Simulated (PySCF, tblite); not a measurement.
# C4H6NO3S radical: geometry, infrared bands and EPR parameters

Wanted: the infrared bands and EPR parameters of C4H6NO3S radical (`CC[C](C#N)S(=O)(=O)O`), by calculation.

Computed with tblite 0.8.0 and PySCF 2.14.0, with density-fitted response routines of our own, on a single molecule in the gas phase. Atoms count from 0, in the outputs and in this text.

## (1) The starting structure

15 atoms, charge 0, multiplicity 2; geometry from: force field or distance geometry start.

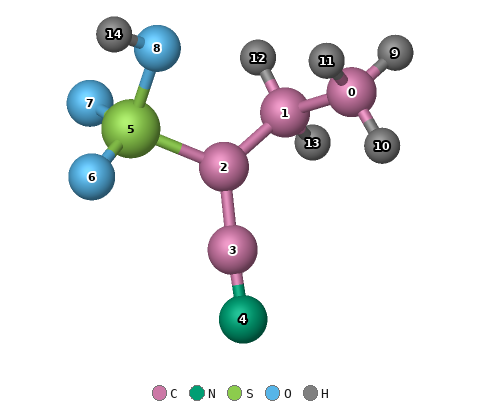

The starting geometry (carbon pink, nitrogen teal, sulfur green, oxygen blue, hydrogen grey), atoms numbered.

## (2) Relaxing the molecule with GFN2-xTB

What the job is given:

```
{"job": {"kind": "relax", "xc": "GFN2-xTB", "basis": "xTB"}, "charge": 0, "multiplicity": 2}
C      1.621000     1.041400     0.346400
C      0.889200     0.199600    -0.701400
C     -0.064600    -0.755900    -0.059500
C      0.327000    -2.009900     0.401600
N      0.707900    -3.047000     0.795300
S     -1.760000    -0.454200    -0.173100
O     -2.484200    -1.124500     0.875400
O     -2.178800    -0.520000    -1.544200
O     -1.792100     1.103200     0.241200
H      2.307600     1.727200    -0.139600
H      2.181700     0.420100     1.042000
H      0.902400     1.642200     0.931100
H      0.380200     0.855500    -1.394400
H      1.641000    -0.366200    -1.275100
H     -2.682700     1.296600     0.632400
```

Command:

```sh
> OMP_NUM_THREADS=1 python probes_run.py task.json out
```

The driver reads the jobs from task.json and runs them one after another.

**Question.** This job is followed by: GFN2-xTB harmonic vibrations, gas phase; UKS B3LYP, pcH-1 on C H N O S, non-relativistic, mean-field spin-orbit, GIAO. What will the session give for the following? strongest single infrared mode (GFN2-xTB); zero-point energy (GFN2-xTB); g(iso) (B3LYP); ⟨S²⟩; largest a(iso) (averaged by class); potential on the surface of density 0.002 e/bohr³, 1st and 99th percentile.

As calculated:

| quantity | value |
| --- | --- |
| strongest single infrared mode (GFN2-xTB) | 1295 cm⁻¹, 432 km/mol |
| zero-point energy (GFN2-xTB) | 63.3 kcal/mol |
| g(iso) (B3LYP) | 2.00266 |
| ⟨S²⟩ | 0.765 (exact 0.75) |
| largest a(iso) (averaged by class) | 13C on C2, 78.1 MHz |
| potential on the surface of density 0.002 e/bohr³, 1st and 99th percentile | -1.28 V and 2.92 V |

**Reading.** The optimisation took 159 steps and gained 0.283 eV; among the close pairs (by a distance rule), C2–S5 changed most, from 1.726 to 1.780 Å. No mode is imaginary among the 39: a minimum at this level. The strongest single mode, at 1295 cm⁻¹, is spread over several atoms, S5, O7, O6 among them. Unscaled tight-binding wavenumbers are off by several per cent, some by more. Its intensities can rank the bands wrongly. The largest share of the spin, 0.77 e, sits on C2. The isotropic g lies 0.3 ppt above the free-electron value. These values are for one conformer; the search (at its own cheap level) found 2 more, at 0.00, 0.58 kcal/mol (those within 0.05 may be mirror or relabelled copies), and measured spectra average over such forms.
